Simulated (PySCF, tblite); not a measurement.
# C₅H₆BClS: geometry, infrared bands and NMR shifts

What infrared bands and NMR shifts should C₅H₆BClS (`Cc1ccc(BCl)s1`) show?

Programs: tblite 0.8.0 and PySCF 2.14.0, with density-fitted response routines of our own. Each step states its level of theory. These are calculated values for one molecule in the gas phase, unless marked as measured. Atoms count from 0, in the outputs and in this text.

**1. Starting geometry**

14 atoms, charge 0, multiplicity 1; geometry from: force field or distance geometry start.

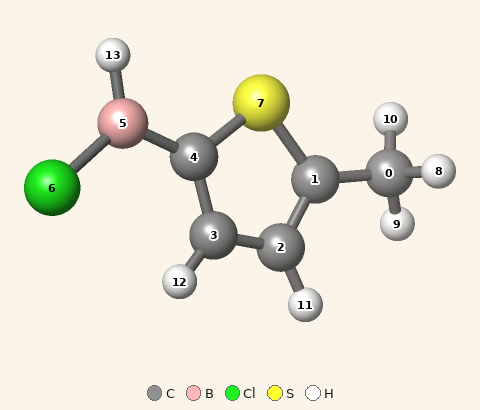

The starting geometry (carbon grey, boron pink, chlorine green, sulfur yellow, hydrogen white), atoms numbered.

**2. Optimising the geometry with GFN2-xTB**

What the job is given:

```
{"job": {"kind": "relax", "xc": "GFN2-xTB", "basis": "xTB"}, "charge": 0, "multiplicity": 1}
C     -2.576500    -0.013700     0.579700
C     -1.115700    -0.048700     0.347300
C     -0.460900    -0.669200    -0.709300
C      0.916200    -0.467700    -0.714800
C      1.359500     0.299400     0.366700
B      2.833400     0.712000     0.655300
Cl     4.219200     0.168000    -0.441700
S      0.040300     0.756600     1.293600
H     -3.015600     0.834300     0.014300
H     -3.054600    -0.960000     0.241900
H     -2.804000     0.121200     1.659400
H     -0.991800    -1.231100    -1.476900
H      1.565500    -0.885000    -1.454500
H      3.084100     1.383300     1.596700
```

Run with:

```sh
$ OMP_NUM_THREADS=1 python probes_run.py task.json out
```

This one command runs all jobs of the session in turn.

**Question.** This job is followed by: GFN2-xTB harmonic vibrations, gas phase; GIAO PBE0/pcSseg-1 NMR shielding, non-relativistic, gas phase. What will the session give for the following? strongest single infrared mode (GFN2-xTB); zero-point energy (GFN2-xTB); 13C shifts against TMS (PBE0/pcSseg-1); 1H shifts against TMS (PBE0/pcSseg-1, means over atoms taken as alike); 11B shifts against BF3·OEt2 (PBE0/pcSseg-1); 35Cl shifts against HCl (PBE0/pcSseg-1); 33S shifts against CS2 (PBE0/pcSseg-1).

As calculated:

```
                                                              quantity                                 value
                             strongest single infrared mode (GFN2-xTB)                 1444 cm⁻¹, 285 km/mol
                                          zero-point energy (GFN2-xTB)                         60.3 kcal/mol
                                13C shifts against TMS (PBE0/pcSseg-1)  169.5, 153.6, 146.6, 132.1, 18.6 ppm
1H shifts against TMS (PBE0/pcSseg-1, means over atoms taken as alike)            8.20, 7.20, 6.37, 2.77 ppm
                           11B shifts against BF3·OEt2 (PBE0/pcSseg-1)                              51.3 ppm
                               35Cl shifts against HCl (PBE0/pcSseg-1)                               207 ppm
                                33S shifts against CS2 (PBE0/pcSseg-1)                               288 ppm
```

What this shows: Relaxing lowered the energy by 0.337 eV in 40 steps; the close pair that moved most is B5–Cl6, from 1.849 to 1.705 Å. All 36 modes are real, so the xTB geometry is a minimum. The strongest single mode, at 1444 cm⁻¹, is carried by C3, C4, C2, C1. GFN2-xTB is a fitted tight-binding method: band positions and strengths are rough. Its intensities can rank the bands wrongly. At PBE0/pcSseg-1: The largest span, 647 ppm, is at Cl6, where the paramagnetic term is -405 ppm. NICS(1)zz of -25 ppm above the planar ring from C1 marks a diatropic (aromatic) ring current.
